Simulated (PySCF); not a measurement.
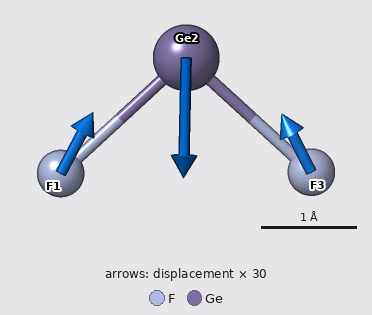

This is a relaxation of GeF2. The starting structure is drawn; blue arrows show the displacements, magnified 30 times. The two geometries are superimposed by the best rigid fit.

Style: ball-and-stick. Shown face on.

The start comes from GFN2-xTB.

The calculation used PBE0-D3(BJ)/def2-SVP geometry optimisation, gas phase in PySCF 2.14.0, density-fitted response routines. 

> Atoms of which element are displaced furthest, and by how much?

Germanium: up to 0.043 Å, against 0.025 Å for fluorine.

> What happened in the run?

After 2 geometry steps the energy has fallen by 1.67 kcal/mol. Largest force component: 1.9 eV/Å at the start, 0.0078 eV/Å at the end. Ge2 moves most after the best rigid fit: 0.043 Å. By element the largest moves are Ge 0.043 Å, F 0.025 Å. Some distances before and after: F1–Ge2 1.800 → 1.747 Å. Among the angles between lasting bonds that change: F1–Ge2–F3 94.6° → 97.2°. The run took roughly 2.9 core-seconds on a shared host.
